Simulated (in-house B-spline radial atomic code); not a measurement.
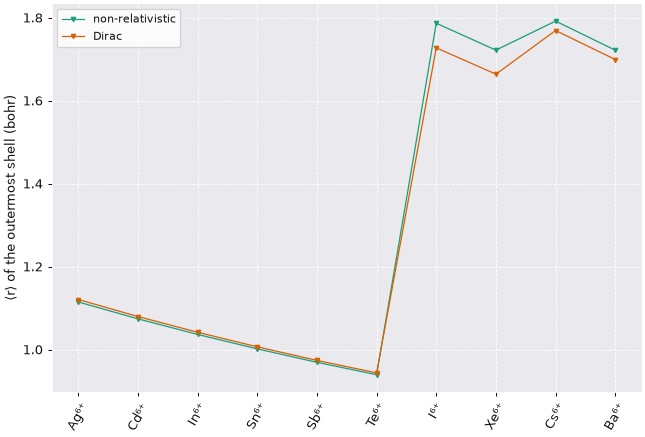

Fig. 1. The effect of relativity on the mean radius of the outermost shell, taken as the one with the largest non-relativistic radius (j-weighted means). System: Ag⁶⁺, Cd⁶⁺, In⁶⁺, Sn⁶⁺, Sb⁶⁺, Te⁶⁺, I⁶⁺, Xe⁶⁺, Cs⁶⁺ and Ba⁶⁺. Computed with a B-spline radial code: Hartree–Fock, non-relativistic against Dirac–Coulomb.

Summarise the result.

The strongest contraction is in Xe⁶⁺ (5s, 1.72 to 1.66 bohr, −3.4 %). The largest expansion is in Ag⁶⁺ (4d, 1.11 to 1.12 bohr, 0.53 %).
